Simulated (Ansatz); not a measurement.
# KVSe3 (model cell, started as cubic perovskite with V in the octahedra): a soft mode frozen in, part 2 of 3

Which phase does KVSe3 (model cell, started as cubic perovskite with V in the octahedra) fall into along its unstable mode, and how much energy does it gain?

Ansatz 0.2.0; DFT PBEsol, scalar-relativistic, plane waves, PAW; PAW set soft_1.

So far, highest frequency on the path or at a solved wavevector (cm⁻¹): step 2 (response at finite wavevector) 256. Also lowest frequency on the path (cm⁻¹): step 2 -106.

The structure was built from a prototype and need not be the compound's stable phase.

### Step 4. The mode frozen in, largest atomic shift 0.32 Å

The atoms are moved along the unstable eigenvector, the largest shift by 0.32 Å, with the cell fixed.

The input, input.yaml:

```yaml
crystal:
  lattice:
    - [4.8592117424, 0.0, 0.0]
    - [0.0, 4.8592117424, 0.0]
    - [0.0, 0.0, 9.7184234848]
  atoms:
    - { symbol: K, position: [0.0, 0.0, 0.0] }
    - { symbol: K, position: [0.0, 0.0, 0.5] }
    - { symbol: V, position: [0.5469594021, 0.5461692941, 0.25] }
    - { symbol: V, position: [0.4530405979, 0.4538307059, 0.75] }
    - { symbol: Se, position: [0.5, 0.5, 0.0] }
    - { symbol: Se, position: [0.5, 0.5, 0.5] }
    - { symbol: Se, position: [0.4862171581, 0.0107095682, 0.25] }
    - { symbol: Se, position: [0.5137828419, -0.0107095682, 0.75] }
    - { symbol: Se, position: [0.010892844, 0.4864490591, 0.25] }
    - { symbol: Se, position: [-0.010892844, 0.5135509409, 0.75] }
kpoints:
  mp_grid: { grid: [8, 8, 4] }
hamiltonian:
  xc: pbesol
  pseudopotentials: { kind: paw, azcp: { folder: soft_1 }, xc_functional: pbe }
scf:
  occupations: { method: methfessel_paxton, width: 0.2 }
output:
  forces: true
  stress: true
  eigenvalues: true
```

Launch:

```sh
> ansatz run input.yaml --threads 8 --pin off --max-ram 16384MiB --backend cpu --events-out ev --progress --plain --runs-dir out
```

Numbers of over 12 decimals in the logs are rounded to 6 here.

The program printed:

```text
[...]
Crystal: 10 atoms, lattice volume = 229.471 Å³
Basis set: ecut = 420 eV, 4445 PW (Γ), exchange–correlation on 72×72×144 points (8 copies of the dense FFT grid, shifted against one another)
Bands: 84, of which v1, the nominal top of the filled ones, is band 70 counted from 1 (69 counted from 0)
Symmetry: 4 space group operations
[...]
k-points: 102 of 256
[...]
k-point 0: bands = [... 66 lower, 7.1933, 7.4593, 7.6502, 7.7603, 7.7754, 7.8130, 8.6164, 8.8793, ... 10 higher]
  k-point 1: bands = [... 66 lower, 6.9861, 7.2079, 7.2409, 7.3784, 8.2029, 8.3712, 8.8395, 9.0357, ... 10 higher]
  k-point 2: bands = [... 66 lower, 6.8027, 6.8027, 7.2506, 7.2506, 8.6860, 8.6860, 8.8895, 8.8895, ... 10 higher]
  k-point 101: bands = [... 66 lower, 7.8508, 7.8508, 8.7774, 8.7774, 8.9030, 8.9030, 9.0887, 9.0887, ... 10 higher]
[key lines of the parts left out:]
SCF converged after 12 iterations
Free energy (F): -41354.148502 eV
Fermi energy:    8.399241 eV
P = ⅓ Tr σ = 0.9620 GPa (9.620 kbar)
```

Elapsed: 16 s, on 8 threads of Arm Neoverse V2, shared host; peak memory 1.9 GiB.

Numbers from this step:

```yaml
pressure: 0.9620 GPa
energy_from_the_undistorted_cell: -11.51 meV/atom
```

The energy, extrapolated to zero smearing, is -11.51 meV/atom against the undistorted cell.

The run ends at a pressure of 0.96 GPa, with forces up to 0.24 eV/Å.

### Step 5. Energy along the mode, all amplitudes (two of the runs are shown above)

An imaginary frequency means negative curvature, so the energy should fall and then rise again as anharmonic terms take over.

Numbers from this step:

| Property | Result |
| --- | --- |
| depth at the lowest point sampled | 11.51 meV/atom |
| largest atomic shift at that point | 0.32 Å |

Energy from the parent against largest atomic shift:

```
largest atomic shift (Å)  energy from the parent (meV/atom)
                   0.000                                  0
                   0.040                             -0.322
                   0.080                              -1.19
                   0.140                              -3.13
                   0.220                              -6.81
                   0.320                              -11.5
                   0.450                              -7.54
                   0.600                               26.6
```

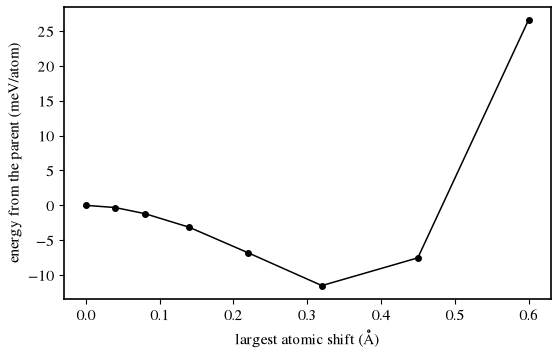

Energy from the parent against largest atomic shift.

Displacement at unit largest shift by atom:

```
atom   x (Å)   y (Å)  z (Å)   size
  K1   0.000   0.000  0.000  0.000
  K2   0.000   0.000  0.000  0.000
  V3   0.713   0.701  0.000  1.000
  V4  -0.713  -0.701  0.000  1.000
 Se5   0.000   0.000  0.000  0.000
 Se6   0.000   0.000  0.000  0.000
 Se7  -0.209   0.163  0.000  0.265
 Se8   0.209  -0.163  0.000  0.265
 Se9   0.165  -0.206  0.000  0.264
Se10  -0.165   0.206  0.000  0.264
```

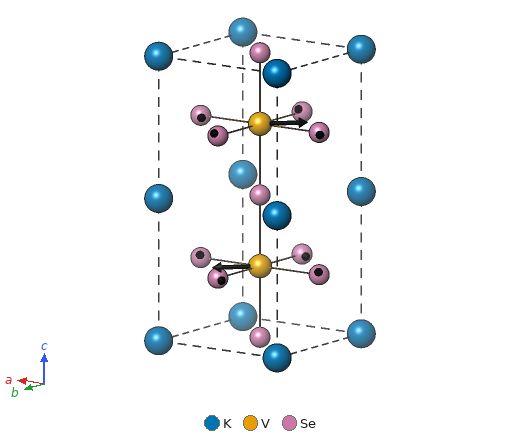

Displacement at unit largest shift as arrows, the longest 1.000 Å. Some periodic images of atoms are drawn too.

The lowest of the steps tried is at 0.32 Å, 11.5 meV/atom below the parent; the bottom of the well need not coincide with a step.

### Step 6. Relaxing from the distorted cell

Starting from the lowest point found, all atoms and the cell are let go, so that strain and other modes of the same symmetry can join in.

Edit input.yaml of step 4 so:

```diff
@@ -27 +27,6 @@
   eigenvalues: true
+relax:
+  adjacent_minimum: "off"
+  f_tol: 0.002
+  max_steps: 120
+  cell: { stress_tol: 0.03 }
```

The program printed:

```text
[...]
Crystal: 10 atoms, lattice volume = 229.471 Å³
Basis set: ecut = 420 eV, 4445 PW (Γ), exchange–correlation on 72×72×144 points (8 copies of the dense FFT grid, shifted against one another)
Bands: 84, of which v1, the nominal top of the filled ones, is band 70 counted from 1 (69 counted from 0)
Symmetry: 4 space group operations
[...]
k-points: 102 of 256
[...]
SCF iter   1: F=—  HF=-41364.097881 eV  |F-HF|=—  |Δ(HF+E_count)|=         —  Δρ=2.01e-1  dr2=1.55e2  ethr=3.10e-3  ⟨swp⟩=6.7  Hψ=30480  notcnv=0
[...]
SCF iter  12: F=-41354.148502 eV  HF=-41354.148502 eV  |F-HF|=2.09e-8  |Δ(HF+E_count)|=   5.43e-8  S|Δr|=    0.00e0  Δρ=3.40e-6  dr2=4.30e-8  ethr=7.14e-11  ⟨swp⟩=12.3  Hψ=39097  notcnv=0
SCF 1 converged in 12 iterations: F = -41354.148502 eV  dr2 = 4.30e-8
[...]
relax step   1: F+E_penalty+E_count = -41354.14850227 eV  Δ(F+E_penalty+E_count) = +0.000e0 eV  max|allowed force component| = 2.354e-1 eV/Å  Δτ_max = 0.0000 Å  P = +0.962 GPa  Ω = 229.471 Å³  (12 SCF iters, dr2 threshold 1.00e-7 eV, accepted)
Crystal: 10 atoms, lattice volume = 231.523 Å³
Basis set: ecut = 420 eV, 4529 PW (Γ), exchange–correlation on 72×72×144 points (8 copies of the dense FFT grid, shifted against one another)
[...]
SCF iter   7: F=-41354.218341 eV  HF=-41354.218341 eV  |F-HF|=2.13e-7  |Δ(HF+E_count)|=   6.53e-7  S|Δr|=    0.00e0  Δρ=8.47e-6  dr2=2.41e-7  ethr=7.14e-10  ⟨swp⟩=7.0  Hψ=38076  notcnv=0
SCF 2 converged in 7 iterations: F = -41354.218341 eV  dr2 = 2.41e-7
relax step   2: F+E_penalty+E_count = -41354.21834083 eV  Δ(F+E_penalty+E_count) = -6.984e-2 eV  max|allowed force component| = 1.536e-1 eV/Å  Δτ_max = 0.1059 Å  P = -0.003 GPa  Ω = 231.523 Å³  energy of the carried Pulay correction = -3.824e-4 eV  (7 SCF iters, dr2 threshold 1.00e-6 eV, accepted)
Crystal: 10 atoms, lattice volume = 233.556 Å³
Basis set: ecut = 420 eV, 4559 PW (Γ), exchange–correlation on 72×72×144 points (8 copies of the dense FFT grid, shifted against one another)
[...]
SCF iter   7: F=-41354.248614 eV  HF=-41354.248614 eV  |F-HF|=2.22e-8  |Δ(HF+E_count)|=   1.98e-7  S|Δr|=    0.00e0  Δρ=5.14e-6  dr2=3.89e-8  ethr=7.14e-10  ⟨swp⟩=6.8  Hψ=38156  notcnv=0
SCF 3 converged in 7 iterations: F = -41354.248614 eV  dr2 = 3.89e-8
relax step   3: F+E_penalty+E_count = -41354.24861439 eV  Δ(F+E_penalty+E_count) = -3.027e-2 eV  max|allowed force component| = 1.995e-1 eV/Å  Δτ_max = 0.0638 Å  P = -0.393 GPa  Ω = 233.556 Å³  energy of the carried Pulay correction = -7.581e-4 eV  (7 SCF iters, dr2 threshold 1.00e-6 eV, accepted)
[... from here on, the SCF cycles and remarks between the steps are left out ...]
relax step   4: F+E_penalty+E_count = -41354.27971535 eV  Δ(F+E_penalty+E_count) = -3.110e-2 eV  max|allowed force component| = 1.782e-1 eV/Å  Δτ_max = 0.0672 Å  P = -0.153 GPa  Ω = 234.229 Å³  energy of the carried Pulay correction = -8.817e-4 eV  (6 SCF iters, dr2 threshold 1.00e-6 eV, accepted)
relax step   5: F+E_penalty+E_count = -41354.29485595 eV  Δ(F+E_penalty+E_count) = -1.514e-2 eV  max|allowed force component| = 1.758e-2 eV/Å  Δτ_max = 0.0432 Å  P = +0.060 GPa  Ω = 237.105 Å³  energy of the carried Pulay correction = -1.406e-3 eV  (6 SCF iters, dr2 threshold 1.00e-6 eV, accepted)
relax step   6: F+E_penalty+E_count = -41354.29547169 eV  Δ(F+E_penalty+E_count) = -6.157e-4 eV  max|allowed force component| = 1.439e-2 eV/Å  Δτ_max = 0.0129 Å  P = +0.054 GPa  Ω = 237.512 Å³  energy of the carried Pulay correction = -1.480e-3 eV  (6 SCF iters, dr2 threshold 5.01e-8 eV, accepted)
relax step   7: F+E_penalty+E_count = -41354.29572099 eV  Δ(F+E_penalty+E_count) = -2.493e-4 eV  max|allowed force component| = 5.015e-3 eV/Å  Δτ_max = 0.0029 Å  P = +0.009 GPa  Ω = 237.792 Å³  energy of the carried Pulay correction = -1.530e-3 eV  (6 SCF iters, dr2 threshold 2.49e-8 eV, accepted)
relax step   8: F+E_penalty+E_count = -41354.29601083 eV  Δ(F+E_penalty+E_count) = -2.898e-4 eV  max|allowed force component| = 1.253e-2 eV/Å  Δτ_max = 0.0034 Å  P = -0.000 GPa  Ω = 237.970 Å³  energy of the carried Pulay correction = -1.562e-3 eV  (6 SCF iters, dr2 threshold 8.51e-9 eV, accepted)
relax step   9: F+E_penalty+E_count = -41354.29703067 eV  Δ(F+E_penalty+E_count) = -1.020e-3 eV  max|allowed force component| = 2.198e-2 eV/Å  Δτ_max = 0.0066 Å  P = -0.008 GPa  Ω = 238.067 Å³  energy of the carried Pulay correction = -1.580e-3 eV  (7 SCF iters, dr2 threshold 9.81e-9 eV, accepted)
relax step  10: F+E_penalty+E_count = -41354.30272362 eV  Δ(F+E_penalty+E_count) = -5.693e-3 eV  max|allowed force component| = 3.385e-2 eV/Å  Δτ_max = 0.0151 Å  P = +0.005 GPa  Ω = 238.103 Å³  energy of the carried Pulay correction = -1.586e-3 eV  (7 SCF iters, dr2 threshold 3.02e-8 eV, accepted)
relax step  11: F+E_penalty+E_count = -41354.34797378 eV  Δ(F+E_penalty+E_count) = -4.525e-2 eV  max|allowed force component| = 1.300e-1 eV/Å  Δτ_max = 0.0648 Å  P = +0.072 GPa  Ω = 241.170 Å³  energy of the carried Pulay correction = -2.136e-3 eV  (8 SCF iters, dr2 threshold 1.42e-7 eV, accepted)
relax step  12: F+E_penalty+E_count = -41354.42856688 eV  Δ(F+E_penalty+E_count) = -8.059e-2 eV  max|allowed force component| = 2.261e-1 eV/Å  Δτ_max = 0.0716 Å  P = +0.532 GPa  Ω = 242.485 Å³  energy of the carried Pulay correction = -2.369e-3 eV  (8 SCF iters, dr2 threshold 1.00e-6 eV, accepted)
relax step  13: F+E_penalty+E_count = -41354.34404837 eV  Δ(F+E_penalty+E_count) = +8.452e-2 eV  max|allowed force component| = 9.389e-1 eV/Å  Δτ_max = 0.0930 Å  P = -1.097 GPa  Ω = 247.448 Å³  energy of the carried Pulay correction = -3.239e-3 eV  (7 SCF iters, dr2 threshold 1.00e-6 eV, rejected (line search))
relax step  14: F+E_penalty+E_count = -41354.43494158 eV  Δ(F+E_penalty+E_count) = -6.375e-3 eV  max|allowed force component| = 8.522e-2 eV/Å  Δτ_max = 0.0968 Å  P = -0.021 GPa  Ω = 244.600 Å³  energy of the carried Pulay correction = -2.742e-3 eV  (10 SCF iters, accepted)
relax step  15: F+E_penalty+E_count = -41354.43344686 eV  Δ(F+E_penalty+E_count) = +1.495e-3 eV  max|allowed force component| = 1.181e-1 eV/Å  Δτ_max = 0.0385 Å  P = -0.262 GPa  Ω = 247.048 Å³  energy of the carried Pulay correction = -3.169e-3 eV  (6 SCF iters, dr2 threshold 4.54e-7 eV, rejected (line search))
relax step  16: F+E_penalty+E_count = -41354.44109965 eV  Δ(F+E_penalty+E_count) = -6.158e-3 eV  max|allowed force component| = 2.591e-2 eV/Å  Δτ_max = 0.0384 Å  P = +0.054 GPa  Ω = 244.726 Å³  energy of the carried Pulay correction = -2.764e-3 eV  (10 SCF iters, accepted)
relax step  17: F+E_penalty+E_count = -41354.44101210 eV  Δ(F+E_penalty+E_count) = +8.755e-5 eV  max|allowed force component| = 5.399e-2 eV/Å  Δτ_max = 0.0383 Å  P = -0.145 GPa  Ω = 245.821 Å³  energy of the carried Pulay correction = -2.956e-3 eV  (7 SCF iters, dr2 threshold 5.24e-8 eV, accepted)
relax step  18: F+E_penalty+E_count = -41354.44235472 eV  Δ(F+E_penalty+E_count) = -1.343e-3 eV  max|allowed force component| = 1.990e-2 eV/Å  Δτ_max = 0.0168 Å  P = +0.037 GPa  Ω = 245.114 Å³  energy of the carried Pulay correction = -2.832e-3 eV  (6 SCF iters, dr2 threshold 2.08e-7 eV, accepted)
relax step  19: F+E_penalty+E_count = -41354.44248292 eV  Δ(F+E_penalty+E_count) = -1.282e-4 eV  max|allowed force component| = 9.770e-3 eV/Å  Δτ_max = 0.0118 Å  P = +0.004 GPa  Ω = 245.140 Å³  energy of the carried Pulay correction = -2.837e-3 eV  (6 SCF iters, dr2 threshold 2.48e-8 eV, accepted)
relax step  20: F+E_penalty+E_count = -41354.44251138 eV  Δ(F+E_penalty+E_count) = -2.846e-5 eV  max|allowed force component| = 2.620e-3 eV/Å  Δτ_max = 0.0032 Å  P = -0.001 GPa  Ω = 245.252 Å³  energy of the carried Pulay correction = -2.856e-3 eV  (5 SCF iters, dr2 threshold 5.97e-9 eV, accepted)
relax step  21: F+E_penalty+E_count = -41354.44251710 eV  Δ(F+E_penalty+E_count) = -5.720e-6 eV  max|allowed force component| = 1.523e-3 eV/Å  Δτ_max = 0.0006 Å  P = +0.002 GPa  Ω = 245.230 Å³  energy of the carried Pulay correction = -2.852e-3 eV  (5 SCF iters, dr2 threshold 4.29e-10 eV, accepted)
relax step  22: F+E_penalty+E_count = -41354.47173626 eV  Δ(F+E_penalty+E_count) = -2.922e-2 eV  max|allowed force component| = 1.020e-2 eV/Å  Δτ_max = 0.0000 Å  P = +0.186 GPa  Ω = 245.230 Å³  stress off target by 5.09e-1 GPa  SCF on the basis re-selected at this cell (its energy is not comparable with the rows above)  (9 SCF iters)
relax step  23: F+E_penalty+E_count = -41354.47831423 eV  Δ(F+E_penalty+E_count) = -6.578e-3 eV  max|allowed force component| = 1.614e-2 eV/Å  Δτ_max = 0.0177 Å  P = +0.114 GPa  Ω = 246.819 Å³  energy of the carried Pulay correction = -2.631e-4 eV  (5 SCF iters, dr2 threshold 6.48e-7 eV, accepted)
relax step  24: F+E_penalty+E_count = -41354.48236363 eV  Δ(F+E_penalty+E_count) = -4.049e-3 eV  max|allowed force component| = 9.920e-3 eV/Å  Δτ_max = 0.0218 Å  P = +0.037 GPa  Ω = 249.266 Å³  energy of the carried Pulay correction = -6.953e-4 eV  (6 SCF iters, dr2 threshold 2.65e-7 eV, accepted)
relax step  25: F+E_penalty+E_count = -41354.48247496 eV  Δ(F+E_penalty+E_count) = -1.113e-4 eV  max|allowed force component| = 6.508e-3 eV/Å  Δτ_max = 0.0052 Å  P = -0.002 GPa  Ω = 249.729 Å³  energy of the carried Pulay correction = -7.827e-4 eV  (6 SCF iters, dr2 threshold 1.75e-8 eV, accepted)
relax step  26: F+E_penalty+E_count = -41354.48236633 eV  Δ(F+E_penalty+E_count) = +1.086e-4 eV  max|allowed force component| = 1.372e-2 eV/Å  Δτ_max = 0.0084 Å  P = -0.018 GPa  Ω = 249.870 Å³  energy of the carried Pulay correction = -8.109e-4 eV  (7 SCF iters, dr2 threshold 2.65e-9 eV, rejected (line search))
relax step  27: F+E_penalty+E_count = -41354.48253921 eV  Δ(F+E_penalty+E_count) = -6.425e-5 eV  max|allowed force component| = 2.861e-3 eV/Å  Δτ_max = 0.0041 Å  P = +0.002 GPa  Ω = 249.736 Å³  energy of the carried Pulay correction = -7.841e-4 eV  (9 SCF iters, accepted)
relax step  28: F+E_penalty+E_count = -41354.48254619 eV  Δ(F+E_penalty+E_count) = -6.986e-6 eV  max|allowed force component| = 2.736e-3 eV/Å  Δτ_max = 0.0026 Å  P = +0.002 GPa  Ω = 249.755 Å³  energy of the carried Pulay correction = -7.883e-4 eV  (6 SCF iters, dr2 threshold 5.12e-10 eV, accepted)
relax step  29: F+E_penalty+E_count = -41354.48254773 eV  Δ(F+E_penalty+E_count) = -1.541e-6 eV  max|allowed force component| = 1.314e-3 eV/Å  Δτ_max = 0.0009 Å  P = -0.003 GPa  Ω = 249.763 Å³  energy of the carried Pulay correction = -7.897e-4 eV  (6 SCF iters, dr2 threshold 4.68e-10 eV, accepted)
[...]
SCF iter   8: F=-41354.483482 eV  HF=-41354.483482 eV  |F-HF|=7.28e-12  |Δ(HF+E_count)|=  2.18e-11  S|Δr|=    0.00e0  Δρ=3.02e-8  dr2=1.20e-12  ethr=1.00e-12  ⟨swp⟩=4.5  Hψ=29694  notcnv=0
SCF 30 converged in 8 iterations: F = -41354.483482 eV  dr2 = 1.20e-12
relax step  30: F+E_penalty+E_count = -41354.48348196 eV  Δ(F+E_penalty+E_count) = -9.342e-4 eV  max|allowed force component| = 1.509e-3 eV/Å  Δτ_max = 0.0000 Å  P = -0.005 GPa  Ω = 249.763 Å³  stress off target by 8.27e-3 GPa  SCF on the basis re-selected at this cell (its energy is not comparable with the rows above)  (8 SCF iters)
[...]
SCF converged after 8 iterations
[...]
Free energy (F): -41354.483482 eV
[...]
Internal energy: -41354.501883 eV  (E = F + TS)
E sigma→0 (E₀):  -41354.488082 eV
Entropy (-TS):   0.018401 eV (1.840 meV/atom)
Fermi energy:    7.499420 eV
Step filling:    the computed levels leave a gap of 0.0157 eV = 0.1 smearing widths at the electron count; against every level under it full and every level over it empty, smearing changes F+E_penalty+E_count by +8.611 meV and its σ→0 estimate by +4.011 meV
[...]
--- Forces (eV/Å), atoms counted from 1 ---
  atom   1  K      0.00000000    -0.00000000    -0.00000000
  atom   2  K      0.00000000    -0.00000000     0.00000000
  atom   3  V      0.00055362     0.00010937     0.00000000
  atom   4  V     -0.00055362    -0.00010937     0.00000000
  atom   5  Se     0.00000000     0.00000000     0.00000000
  atom   6  Se     0.00000000     0.00000000    -0.00000000
  atom   7  Se     0.00042215    -0.00008630     0.00000000
  atom   8  Se    -0.00042215     0.00008630     0.00000000
  atom   9  Se    -0.00150914     0.00007264     0.00000000
  atom  10  Se     0.00150914    -0.00007264     0.00000000
  max |Σ_I F_I| component: 0.00e0 eV/Å
--- Stress (GPa, compression-positive) ---
       -0.000607       0.002315       0.000000
        0.002315      -0.006007       0.000000
        0.000000       0.000000      -0.008272
  P = ⅓ Tr σ = -0.0050 GPa (-0.050 kbar)
--- Band table (eV; the first three rows and the last of 102) ---
  k-point 0: bands = [... 66 lower, 5.8573, 6.1404, 6.5430, 6.8540, 7.0113, 7.4084, 7.5838, 8.5258, ... 10 higher]
  k-point 1: bands = [... 66 lower, 5.6449, 6.0283, 6.2126, 6.3643, 7.6166, 7.6561, 7.9142, 8.4599, ... 10 higher]
  k-point 2: bands = [... 66 lower, 5.5126, 5.5126, 6.0772, 6.0772, 8.0896, 8.0896, 8.2401, 8.2401, ... 10 higher]
  k-point 101: bands = [... 66 lower, 6.7838, 6.7838, 7.2540, 7.2540, 7.5947, 7.5947, 7.8591, 7.8591, ... 10 higher]
--- Relaxed structure (28 steps of the walk, 25 accepted, 2 SCFs on fresh bases) ---
  F+E_penalty+E_count = -41354.48348196 eV   max|allowed force component| = 1.509e-3 eV/Å   (the final SCF, on the basis selected at the relaxed cell)
  cell:  # Å, volume = 249.7625 Å³
    - [5.825299, 0.248607, 0.0]
    - [0.248607, 4.672421, 0.0]
    - [0.0, 0.0, 9.197174]
  atoms:
    - { symbol: K, position: [0, -3.6536400378554814e-19, 0] }
    - { symbol: K, position: [0, -3.6536400378554814e-19, 0.5] }
    - { symbol: V, position: [0.599183, 0.563346, 0.25] }
    - { symbol: V, position: [0.400817, 0.436654, 0.75] }
    - { symbol: Se, position: [0.5, 0.5, 0] }
    - { symbol: Se, position: [0.5, 0.5, 0.5] }
    - { symbol: Se, position: [0.477408, 0.050729, 0.25] }
    - { symbol: Se, position: [0.522592, -0.050729, 0.75] }
    - { symbol: Se, position: [-0.017313, 0.514022, 0.25] }
    - { symbol: Se, position: [0.017313, 0.485978, 0.75] }
```

Elapsed: 7.8 min, on 8 threads; peak memory 2.1 GiB; 61 min of CPU time.

(Continued in part 3 of 3.)

[Logs are printed without paths, hosts, clocks, repeated set-up lines and the standing remarks that a program may print on its own settings, such as how far it seeks lower states.]

[Hosts, paths, dates, database ids (printed as entryN), source tags and the programs' standing remarks are cut or masked in the printed files.]
